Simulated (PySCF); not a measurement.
# C₄H₂F₄ (SMILES FC1=C[C@H]1C(F)(F)F): what the fields show

Input

```
{"job": {"kind": "uv", "xc": "PBE0", "basis": "def2-SVPD", "nstates": 6, "ntriplets": 2}, "charge": 0, "multiplicity": 1}
F     -1.230374     0.473892     2.202188
C     -0.971348    -0.073693     1.048877
C     -1.343643    -0.606559    -0.069739
C      0.156960    -0.518998     0.185572
C      0.973346     0.506675    -0.567699
F      1.423501     0.029566    -1.740397
F      0.273297     1.614578    -0.846186
F      2.059401     0.894149     0.119846
H     -2.075351    -0.911733    -0.773631
H      0.743094    -1.403222     0.418639
```

Launched as:

```sh
OMP_NUM_THREADS=1 python probes_run.py task.json out
```

Geometry: GFN2-xTB.

These are results of PBE0/def2-SVPD, SCF density, gas phase in PySCF 2.14.0, not measurements.

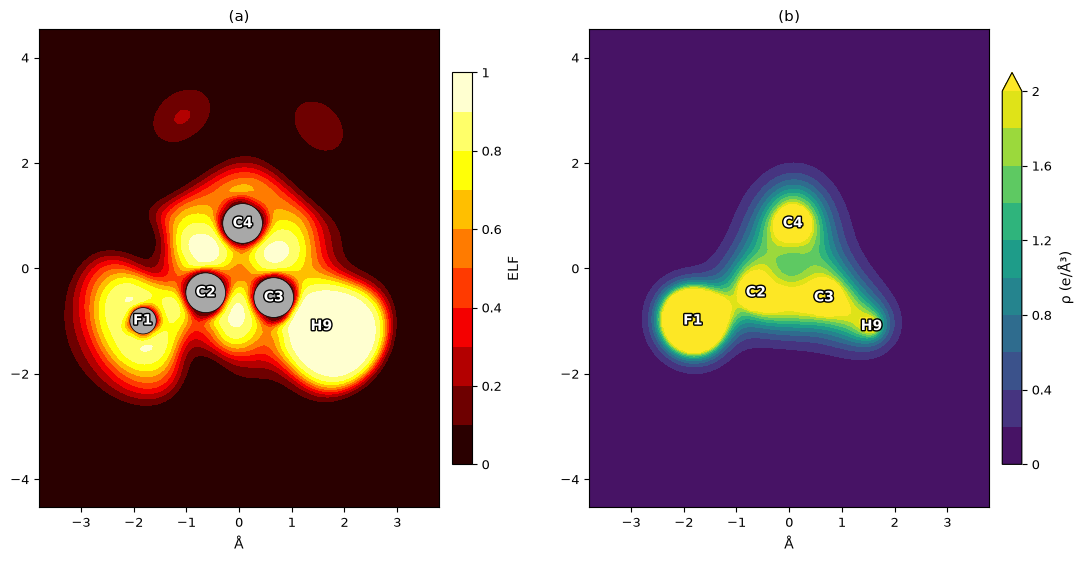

Figure 1. (a) electron localisation function; (b) electron density on the plane of atoms C3, C2 and C4. Grey discs cover the atomic cores in the ELF map.

What does the map show?

- The plane passes through F, C and H nuclei.
- C–C (1.29 Å): ρ is about 2.3 e/Å³ halfway; the ELF peaks at about 0.80 between the atoms; a short, multiple covalent bond.
- C–F (1.30 Å): the density is about 2.5 e/Å³ at the midpoint; the ELF peaks at about 0.85 between the atoms (a shared but strongly polarised pair).
- C–H (1.06 Å): ρ is about 2.1 e/Å³ halfway; the ELF climbs to about 1 towards the hydrogen, as it does in any bond to H: an ordinary covalent bond to hydrogen.
- C–C (1.49 Å): ρ is about 1.6 e/Å³ halfway; the ELF peaks at about 0.80 between the atoms (localised, covalent bonding).
- The ELF also peaks beside F1, away from the bonds: lone-pair regions.

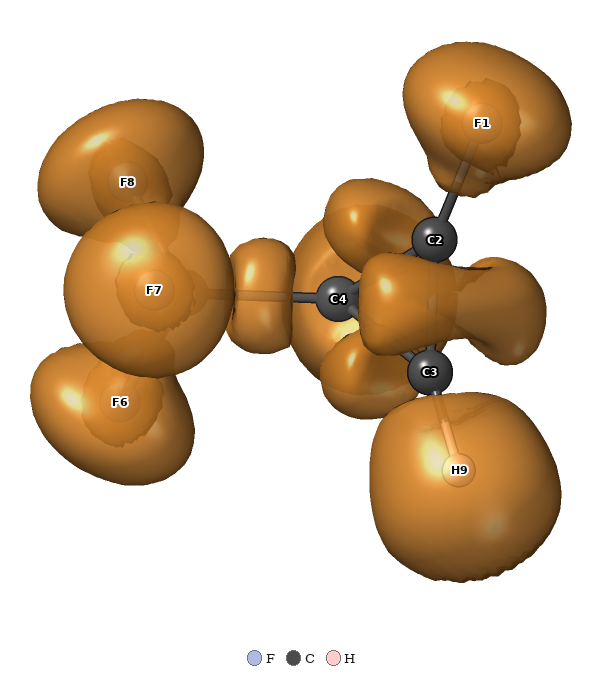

Figure 2. Isosurface of the electron localisation function at 0.75 (orange), seen at a tilt. Core shells and regions of very low density are left out.

Identify the bonds, lone pairs and shells in this picture.

The surface consists of four regions between bonded C–C atoms (shared pairs), two regions around hydrogen nuclei and four regions on F in which the atom's valence shell and bonds are merged.

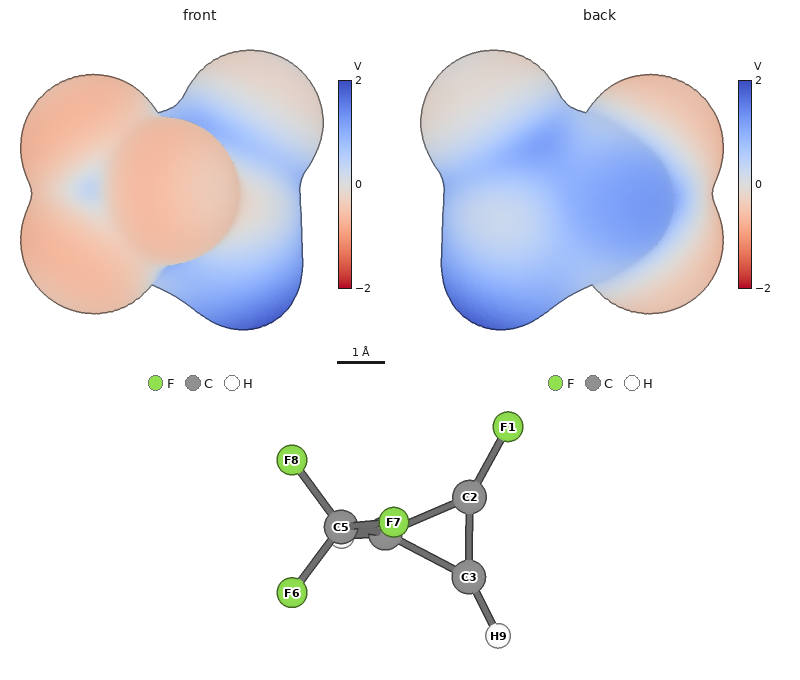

Figure 3. The molecular electrostatic potential painted on the density surface at 0.002 e/bohr³, seen from the front and from behind; red is negative and blue positive. The bare structure is drawn below in the same view.

Which sites attract a positive test charge, and which a negative one?

A positive charge is drawn to the negative regions and a negative charge to the positive ones. The most negative region (about −0.6 V, or −14 kcal/mol for a unit charge) lies over F6, F7 and F8, the most positive (about +1.8 V, or +42 kcal/mol for a unit charge) over H9.
